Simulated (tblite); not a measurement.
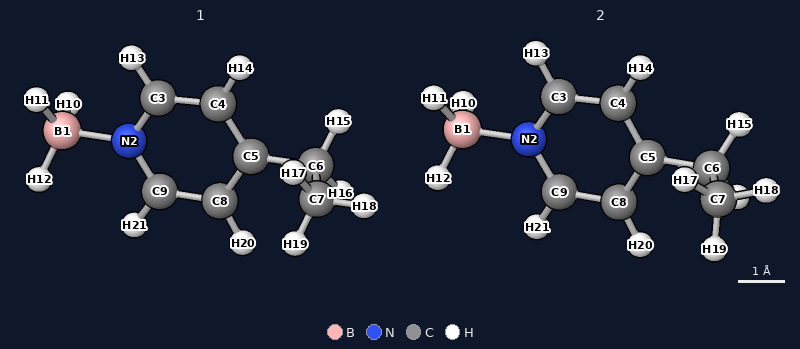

Two geometries of C$_{7}$H$_{12}$BN, drawn at one scale. One is the start of a relaxation, the other its converged end. A ball-and-stick model, seen at a tilt.

All numbers below come from GFN2-xTB geometry optimisation, gas phase (tblite 0.8.0). 

Question: Which geometry has the lower energy?

Answer: Structure 1 is the relaxed one. After 63 geometry steps the energy has fallen by 9.83 kcal/mol. The largest move after the best rigid fit is that of H19, 0.44 Å. By element the largest moves are H 0.44 Å, C 0.11 Å, N 0.05 Å, B 0.03 Å. Near-neighbour distances that change, for instance: C6–H15 1.136 → 1.091 Å, C6–C7 1.497 → 1.531 Å, C3–H13 1.108 → 1.079 Å, N2–C3 1.358 → 1.331 Å. Among the angles between lasting bonds that change: H10–B1–H12 105.0° → 111.3°, N2–B1–H11 113.9° → 108.0°, H10–B1–H11 105.6° → 111.1°. Groups turn about C6–C7 by about 20°.
